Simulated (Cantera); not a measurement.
A closed system holds: 1 mol PbS, a varied amount of H2, at 1348.15 K and 1 atm.

Cantera equilibrium calculation (NASA polynomials, part measured and part estimated; ideal gas, pure solids and liquids). Candidate condensed phases: Pb, PbS, S; 10 gas species. Rates play no part.

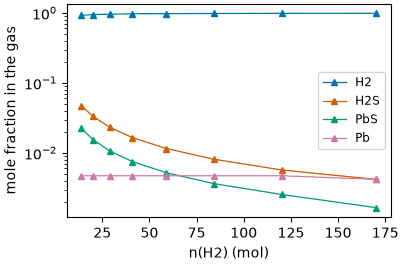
Fig. 1. Equilibrium gas composition (values under 1e-9 drawn at 1e-9)

Problem. Read off the mole fractions at 84 mol H2.

Solution. H2 about 0.98, H2S about 0.0081, Pb about 0.0047, PbS about 0.0037.
